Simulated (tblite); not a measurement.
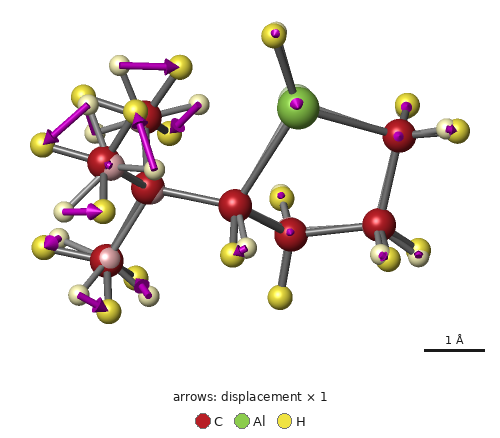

This is a relaxation of C₈H₁₇Al. The starting structure is drawn faded, the final one solid; purple arrows show the displacements, at their true length. The two geometries are superimposed by the best rigid fit.

The picture is a ball-and-stick view, seen at a tilt.

Level of theory: GFN2-xTB geometry optimisation, gas phase (tblite 0.8.0). 

Q: What happened in the run?

A: The atom that moves furthest after the best rigid fit is an H atom (1.10 Å). Largest moves by element: H 1.10 Å, Al 0.27 Å, C 0.15 Å. Near-neighbour distances that change, for instance: C–C 1.490 → 1.532 Å, C–H 1.132 → 1.095 Å, C–H 1.117 → 1.087 Å, Al–H 1.573 → 1.544 Å. Bond angles that change, for instance: Al–C–H 108.9° → 120.4°, H–C–H 115.9° → 105.5°, C–C–H 115.6° → 106.6°. Groups turn about C–C by about 55°, C–C by about 55°, C–C by about 35°. Over 139 geometry steps the energy falls by 1.127 eV. Cost: 1.6 s on 1 thread of Arm Neoverse V1, on a shared host.
